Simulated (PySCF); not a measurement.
# C2H6BFO: the cost of one run

Computed with PySCF 2.14.0, with density-fitted response routines of our own, on a single molecule in the gas phase. Atoms are numbered from 0 throughout.

### 1 The molecule as given

11 atoms, charge 0, multiplicity 1; geometry from: PBE0-D3(BJ)/def2-SVP.

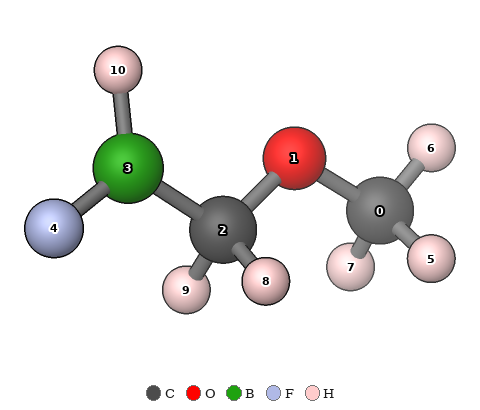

As it starts; carbon dark grey, oxygen red, boron green, fluorine light blue, hydrogen pink, atoms numbered.

### 2 Spin-spin couplings: LDA/pcJ-1

The job: settings as JSON, then the geometry in Å.

```
{"job": {"kind": "j", "xc": "LDA", "basis": "pcJ-1"}, "charge": 0, "multiplicity": 1}
C     -1.701617     0.442991    -0.115287
O     -0.380367     0.628550     0.278316
C      0.490401    -0.337577    -0.221664
B      1.968115    -0.094197     0.235408
F      2.878257    -0.971743    -0.157623
H     -1.815849     0.479298    -1.217975
H     -2.305199     1.249276     0.324782
H     -2.105694    -0.529460     0.232353
H      0.480885    -0.371549    -1.337074
H      0.195640    -1.368445     0.086443
H      2.337984     0.836303     0.912555
```

Level: LDA/pcJ-1 indirect spin-spin coupling, non-relativistic, gas phase.

Command:

```
$ OMP_NUM_THREADS=1 python probes_run.py task.json out
```

The driver reads the jobs from task.json and runs them one after another.

Q: Estimate the wall time and peak memory of this first job on 1 thread of Arm Neoverse V1, shared host.

About 12 s, with a peak of 0.61 GiB.
